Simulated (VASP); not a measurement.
Band structure of LiCl (rock salt). Calculation: RPBE GGA, VASP's PBE PAW potentials (set 64) (plane waves; VASP).

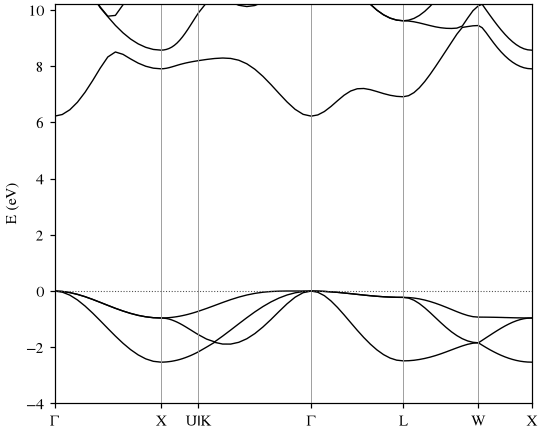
*Bands along high-symmetry lines, zero at the valence-band maximum or, without a gap, the Fermi level*

**Question.** Read the plot: is there a gap, and where are the band edges?

**Answer.** The gap is direct, 6.22 eV, from the valence maximum at Γ to the conduction minimum at Γ. (Edges off the drawn lines would not show.)

Measured: gap 9.40 eV (computed value off by -3.18 eV), as given by Wei Chen et al., Physical Review Materials (2018), doi:10.1103/physrevmaterials.2.073803.

The compound is LiCl in the rock salt structure. It was relaxed first, which changed the volume by +7 %.
